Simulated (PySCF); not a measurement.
Vertical excitations of a molecule GeH6OSi from TDDFT-PBE/def2-SVPD (PySCF 2.14.0), as energy in eV (oscillator strength): 5.86 (0.001), 6.15 (0.005), 6.53 (0.023), 6.85 (0.048), 7.23 (0.000), 7.24 (0.004), 7.27 (0.007), 7.35 (0.012), 7.60 (0.018), 7.61 (0.022). Lowest triplet (TDA): 5.58 eV. Geometry: B3LYP-D3(BJ)/def2-SVP. The values are those of a single conformer.

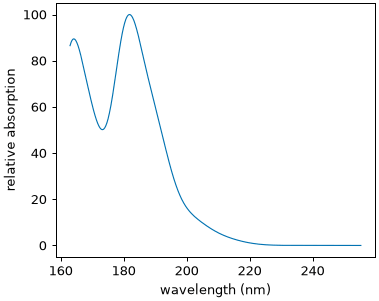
Fig. 1. The lines broadened by 0.4 eV.

Problem. Which molecule gave these data?
A) [SiH3][O][GeH3]
B) [OH][GeH2][SiH3]
C) O[SiH2][GeH3]

Solution. A, [SiH3][O][GeH3]
